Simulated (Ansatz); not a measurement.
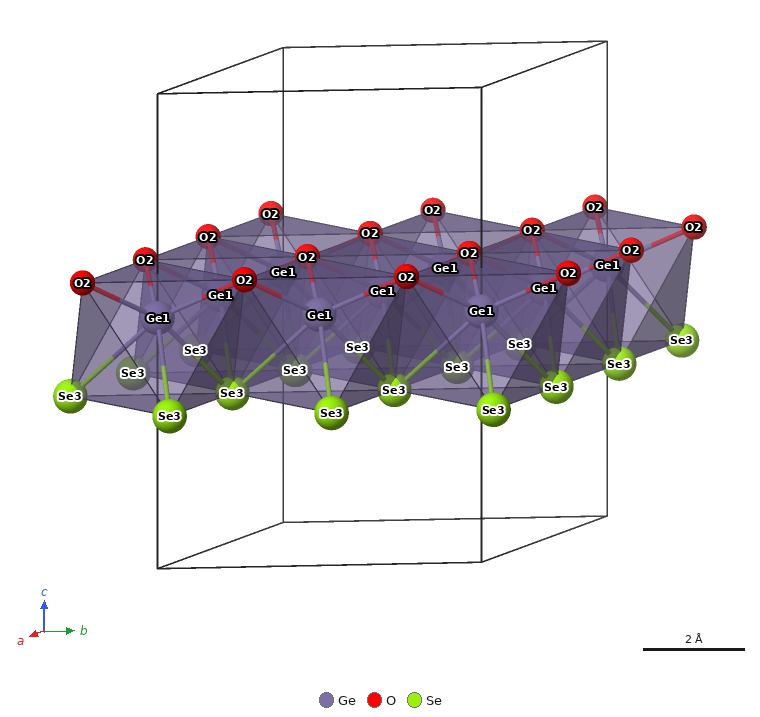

The input geometry of the first run (polyhedral view of the 2 × 2 repeat of the cell, with the vacuum cut short, seen slightly off an axis; polyhedra are completed across the faces of the cell; atoms are numbered from 1 in the order of the input).

**GeSeO: one change and its effect**

System: GeSeO (slab, 3 atoms in the cell).
Method of the first run: DFT, PBEsol, plane waves, PAW, no spin polarisation (Ansatz 0.2.0).

The geometry comes from this level: PBE. Text and figures count atoms from 1; the logs count them from 0 in places.

**Input, the first run**
```yaml
crystal:
  lattice:
    - [3.2541102529, 0.0, 0.0]
    - [-1.6270551265, 2.8181421458, 0.0]
    - [0.0, 0.0, 28.8412363048]
  atoms:
    - { symbol: Ge, position: [0.0, 0.0, 0.321497783] }
    - { symbol: O, position: [0.3333333333, 0.6666666667, 0.351964401] }
    - { symbol: Se, position: [0.6666666667, 0.3333333333, 0.2626974076] }
  periodic: [true, true, false]
kpoints:
  mp_grid: { grid: [12, 12, 1] }
hamiltonian:
  xc: pbesol
scf:
  occupations: { method: fermi_dirac, width: 0.02 }
relax:
  f_tol: 0.005
  cell: {}
```

Command:
```bash
ansatz run input.yaml --threads 4 --pin off --max-ram 5529MiB --backend cpu --events-out ev --progress --plain --runs-dir out
```

Hardware: 4 threads of Arm Neoverse V2, 24 GiB of memory available, shared host.

**Output, shortened to warnings, some set-up lines, iterations and results (the first run)**
```
Basis set: ecut = 420 eV, 5293 PW (Γ), exchange–correlation on 48×48×400 points (8 copies of the dense FFT grid, shifted against one another)
Symmetry: 6 space group operations
k-points: 19 of 144 (time reversal used)
Initial density: superposition of atomic densities (neutral atoms: chi_scale 0, normalization atom), corrected by the library's trained network
[...]
SCF iter   1: F=—  HF=-10237.421550 eV  |F-HF|=—  |Δ(HF+E_count)|=         —  Δρ=9.67e-3  dr2=8.40e-1  ethr=1.77e-3  ⟨swp⟩=14.1  Hψ=3037  notcnv=0
SCF iter   2: F=—  HF=-10237.362261 eV  |F-HF|=—  |Δ(HF+E_count)|=   5.93e-2  Δρ=2.66e-3  dr2=9.26e-2  ethr=1.77e-3  ⟨swp⟩=2.9  Hψ=705  notcnv=0
SCF iter   3: F=—  HF=-10237.356347 eV  |F-HF|=—  |Δ(HF+E_count)|=   5.91e-3  Δρ=2.10e-3  dr2=2.78e-2  ethr=2.57e-4  ⟨swp⟩=4.2  Hψ=932  notcnv=0
SCF iter   4: F=—  HF=-10237.353281 eV  |F-HF|=—  |Δ(HF+E_count)|=   3.07e-3  Δρ=5.06e-4  dr2=1.87e-3  ethr=7.71e-5  ⟨swp⟩=4.4  Hψ=852  notcnv=0
SCF iter   5: F=—  HF=-10237.352988 eV  |F-HF|=—  |Δ(HF+E_count)|=   2.93e-4  Δρ=1.70e-4  dr2=1.70e-4  ethr=5.20e-6  ⟨swp⟩=3.1  Hψ=860  notcnv=0  defer=1
[... 50 lines ...]
SCF iter   7: F=—  HF=-10237.376839 eV  |F-HF|=—  |Δ(HF+E_count)|=   7.20e-9  Δρ=9.45e-8  dr2=1.23e-10  ethr=4.52e-12  ⟨swp⟩=2.6  Hψ=781  notcnv=0
SCF iter   8: F=—  HF=-10237.376839 eV  |F-HF|=—  |Δ(HF+E_count)|=  7.88e-10  Δρ=4.40e-8  dr2=2.67e-11  ethr=1.00e-12  ⟨swp⟩=2.2  Hψ=648  notcnv=0
SCF iter   9: F=-10237.376839 eV  HF=-10237.376839 eV  |F-HF|=1.29e-10  |Δ(HF+E_count)|=  9.82e-11  Δρ=2.65e-8  dr2=5.85e-12  ethr=1.00e-12  ⟨swp⟩=8.6  Hψ=2269  notcnv=0
SCF 7 converged in 9 iterations: F = -10237.376839 eV  dr2 = 5.85e-12
relax step   7: F+E_penalty+E_count = -10237.37683936 eV  Δ(F+E_penalty+E_count) = +2.443e-3 eV  max|allowed force component| = 3.852e-3 eV/Å  Δτ_max = 0.0000 Å  P = -0.048 …
basis re-selected at this cell: Δ(F+E_penalty+E_count) = +2.443e-3 eV, ΔP = -0.047 N/m vs the last step (what re-selecting the basis moved, of the pressure what is left beyond the Pulay correction that the steps carried, after the strain that the cell walked since its last selection, with what the …
SCF converged after 9 iterations
Free energy (F): -10237.376839 eV
Harris-Foulkes:  -10237.376839 eV  (|F-HF|=1.29e-10)
Internal energy: -10237.373671 eV  (E = F + TS)
E sigma→0 (E₀):  -10237.375255 eV
Entropy (-TS):   -0.003168 eV (-1.056 meV/atom)
Fermi energy:    -5.105210 eV
--- Per-component energies (eV) ---
  E_band       = -1044.017708
  E_kinetic    = 403.938367
  E_local      = -82991.583709  (includes V_loc(G=0)·N_el)
  E_nonlocal   = -122.331088
  E_hartree    = 41027.539719
  E_xc         = -250.692385
  E_vxc        = -255.771795  (∫ρ·V_xc dr)
  E_paw        = -4000.543177  (= ΣΔE_a)
  E_vpaw       = -133.350975  (= ΣTr[D̂ρ^β])
  E_aug_tail   = 0.002013  (compensation charges beyond the density's cutoff)
  E_ewald      = 35694.334915
  E_core_change = 1.961675  (= ΣΔE_core)
  E_smearing   = -0.003168  (= −TS)
  E_closure    = 0.000000  (closes the sum)
  Σ components = -10237.376839   (vs F -10237.376839, Δ=0.00e0)
--- Forces (eV/Å), atoms counted from 1 ---
  atom   1  Ge     0.00000000    -0.00000000    -0.00385146
  atom   2  O     -0.00000000    -0.00000000     0.00372798
  atom   3  Se    -0.00000000     0.00000000     0.00012435
  max |Σ_I F_I| component: 8.79e-7 eV/Å
--- 2D stress c σ (N/m, compression-positive) ---
       -0.047739      -0.000000      -0.000000
       -0.000000      -0.047739       0.000000
       -0.000000       0.000000      -0.000000
  P = ½ c Tr σ = -0.0477 N/m
--- Relaxed structure (6 steps of the walk, 6 accepted, 1 SCFs on fresh bases) ---
  F+E_penalty+E_count = -10237.37683936 eV   max|allowed force component| = 3.852e-3 eV/Å   (the final SCF, on the basis selected at the relaxed cell)
  cell:  # Å, volume = 255.7547 Å³
    - [3.1999230863314025, 2.838679278926846e-11, -1.4387937536732665e-82]
    - [-1.599961543190285, 2.7712146829051068, 2.177359804139761e-82]
    - [-1.2752054300087638e-81, 1.492098380235463e-81, 28.8412363048]
  atoms:
    - { symbol: Ge, position: [2.012018580021132e-20, -2.012018579959112e-20, 0.32160403130968584] }
[...]
```

The second run used a changed input.

**The two runs side by side**

| quantity | the first run | the second run |
| --- | --- | --- |
| outcome | converged | converged |
| free energy per atom (eV) | −3412.4589 | −3449.3939 |
| energy per atom, smearing taken to zero (eV) | −3412.4584 | −3449.3937 |
| largest force (eV/Å) | 0.004 | 0.001 |
| SCF iterations | 46 | 48 |
| irreducible k-points | 19 | 19 |
| wall time (shared host) | 15 s | 37 s |

What was changed in the input?

The change (lines with − go, lines with + come):
```diff
-  xc: pbesol
+  xc: r2scan
```

The total energies belong to different methods, so their difference says nothing on which is more stable or more accurate. The functional changes from PBEsol to r2SCAN. The SCF takes 48 iterations over all geometry steps against 46. The default cutoff goes from 420 to 500 eV with the change. On the same kind of shared host the second run took about 2.5 times as long.

**Output, shortened to warnings, some set-up lines, iterations and results (the second run)**
```
Basis set: ecut = 500 eV, 6639 PW (Γ), exchange–correlation on 96×96×864 points (64 copies of the dense FFT grid, shifted against one another)
Symmetry: 6 space group operations
k-points: 19 of 144 (time reversal used)
Initial density: superposition of atomic densities (neutral atoms: chi_scale 0, normalization atom), corrected by the library's trained network
[...]
SCF iter   1: F=—  HF=-10348.158870 eV  |F-HF|=—  |Δ(HF+E_count)|=         —  Δρ=7.28e-3  dr2=7.02e-1  dr2_τ=3.02e-2  ethr=1.77e-3  ⟨swp⟩=13.1  Hψ=2955  notcnv=0
SCF iter   2: F=—  HF=-10348.146428 eV  |F-HF|=—  |Δ(HF+E_count)|=   1.24e-2  Δρ=3.08e-3  dr2=4.87e-2  dr2_τ=3.96e-3  ethr=1.77e-3  ⟨swp⟩=4.1  Hψ=953  notcnv=0
SCF iter   3: F=—  HF=-10348.136369 eV  |F-HF|=—  |Δ(HF+E_count)|=   1.01e-2  Δρ=1.76e-3  dr2=1.58e-2  dr2_τ=4.59e-4  ethr=1.35e-4  ⟨swp⟩=4.3  Hψ=1002  notcnv=0
SCF iter   4: F=—  HF=-10348.132719 eV  |F-HF|=—  |Δ(HF+E_count)|=   3.65e-3  Δρ=4.13e-4  dr2=4.87e-4  dr2_τ=1.10e-5  ethr=4.40e-5  ⟨swp⟩=3.9  Hψ=843  notcnv=0
SCF iter   5: F=—  HF=-10348.132873 eV  |F-HF|=—  |Δ(HF+E_count)|=   1.54e-4  Δρ=1.39e-4  dr2=4.91e-5  dr2_τ=1.16e-6  ethr=1.35e-6  ⟨swp⟩=3.4  Hψ=1070  notcnv=0
[... 52 lines ...]
SCF iter   5: F=—  HF=-10348.181847 eV  |F-HF|=—  |Δ(HF+E_count)|=  1.16e-10  Δρ=9.70e-8  dr2=5.56e-11  dr2_τ=3.17e-12  ethr=1.07e-12  ⟨swp⟩=3.4  Hψ=761  notcnv=0
SCF iter   6: F=-10348.181847 eV  HF=-10348.181847 eV  |F-HF|=1.09e-11  |Δ(HF+E_count)|=  2.66e-10  Δρ=3.92e-8  dr2=1.19e-11  dr2_τ=4.01e-13  ethr=1.00e-12  ⟨swp⟩=9.2  …
SCF iter   7: F=-10348.181847 eV  HF=-10348.181847 eV  |F-HF|=5.46e-11  |Δ(HF+E_count)|=    0.00e0  Δρ=8.27e-9  dr2=4.30e-13  dr2_τ=5.51e-15  ethr=1.00e-12  ⟨swp⟩=6.6  …
SCF 7 converged in 7 iterations: F = -10348.181847 eV  dr2 = 4.30e-13
relax step   7: F+E_penalty+E_count = -10348.18184668 eV  Δ(F+E_penalty+E_count) = +7.358e-5 eV  max|allowed force component| = 9.759e-4 eV/Å  Δτ_max = 0.0000 Å  P = -0.004 …
basis re-selected at this cell: Δ(F+E_penalty+E_count) = +7.358e-5 eV, ΔP = +0.000 N/m vs the last step (what re-selecting the basis moved, of the pressure what is left beyond the Pulay correction that the steps carried, after the strain that the cell walked since its last selection, with what the …
SCF converged after 7 iterations
an eigenvalue changed by more than its tolerance at an iteration that met the thresholds in force, so the SCF went on 1 time: the last check found none over its tolerance
Free energy (F): -10348.181847 eV
Harris-Foulkes:  -10348.181847 eV  (|F-HF|=5.46e-11)
Internal energy: -10348.180589 eV  (E = F + TS)
E sigma→0 (E₀):  -10348.181218 eV
Entropy (-TS):   -0.001257 eV (-0.419 meV/atom)
Fermi energy:    -5.274330 eV
--- Per-component energies (eV) ---
  E_band       = -1070.148259
  E_kinetic    = 405.438692
  E_local      = -81399.172363  (includes V_loc(G=0)·N_el)
  E_nonlocal   = -125.468018
  E_hartree    = 40235.552839
  E_xc         = -240.002766
  E_vxc        = -278.863048  (∫ρ·V_xc dr)
  E_paw        = -4121.228716  (= ΣΔE_a)
  E_vpaw       = -159.297725  (= ΣTr[D̂ρ^β])
  E_aug_tail   = 0.000757  (compensation charges beyond the density's cutoff)
  E_vtau       = 16.107721  (kinetic-family band-sum trace: ∫τ·v_τ [+ j·A + Jᵃ·Aᵃ] dr)
  E_ewald      = 34899.581462
  E_core_change = -2.882477  (= ΣΔE_core)
  E_smearing   = -0.001257  (= −TS)
  E_closure    = -0.000000  (closes the sum)
  Σ components = -10348.181847   (vs F -10348.181847, Δ=0.00e0)
--- Forces (eV/Å), atoms counted from 1 ---
  atom   1  Ge    -0.00000000     0.00000000    -0.00097624
  atom   2  O      0.00000000    -0.00000000     0.00065592
  atom   3  Se     0.00000000     0.00000000     0.00031928
  max |Σ_I F_I| component: 1.04e-6 eV/Å
--- 2D stress c σ (N/m, compression-positive) ---
       -0.004067      -0.000000      -0.000000
       -0.000000      -0.004067       0.000000
       -0.000000       0.000000      -0.000000
  P = ½ c Tr σ = -0.0041 N/m
--- Relaxed structure (6 steps of the walk, 6 accepted, 1 SCFs on fresh bases) ---
  F+E_penalty+E_count = -10348.18184668 eV   max|allowed force component| = 9.759e-4 eV/Å   (the final SCF, on the basis selected at the relaxed cell)
  cell:  # Å, volume = 263.3454 Å³
    - [3.247062363068511, 2.8804971447058322e-11, -2.5357216463387405e-85]
[...]
```
